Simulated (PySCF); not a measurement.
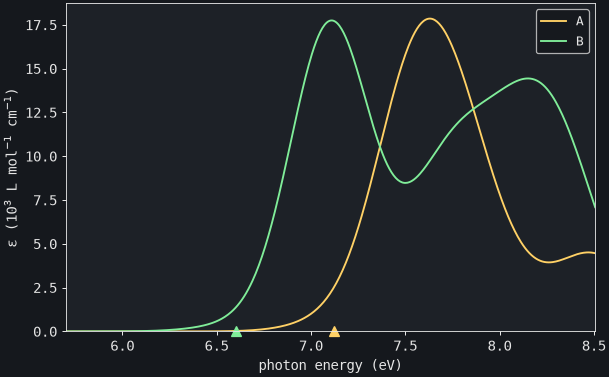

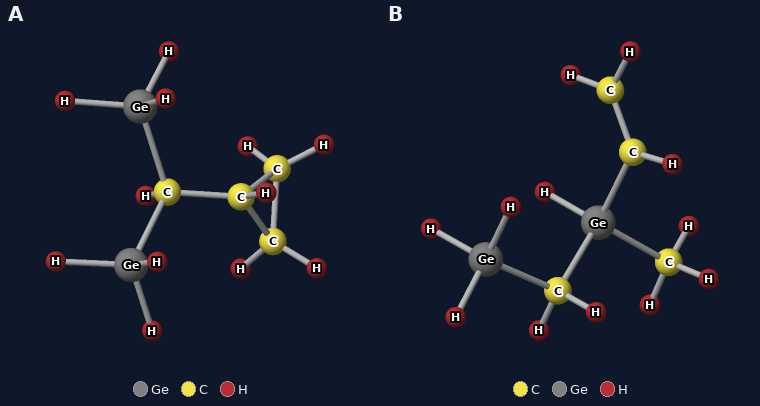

Related molecules: A is C₄H₁₂Ge₂, SMILES [GeH3][CH]([GeH3])C1CC1, singlet; B is C₄H₁₂Ge₂, SMILES C=[CH][Ge@@H]([CH3])[CH2][GeH3], singlet. Vertical TDDFT absorption, ωB97X-D/def2-SVPD in PySCF, at a PBE0-D3(BJ)/def2-SVP geometry (no frequency check); Gaussians of 1/e half-width 0.30 eV, triangles mark S1, and the range ends where the computed states of one molecule run out.

> How does the lowest singlet move?

A: 7.12 eV (f = 0.010, mainly HOMO → LUMO (64 %)); B: 6.60 eV (f = 0.006, mainly HOMO−1 → LUMO (78 %)). From A to B it shifts 0.52 eV to the red; the leading orbital pair differs.

> And the brightest state of each within the range drawn?

A: S2 at 7.53 eV, f = 0.22; B: S2 at 7.10 eV, f = 0.33.

Caveats, for all or some of the runs: core orbitals are frozen in the response; one conformer of a flexible molecule.
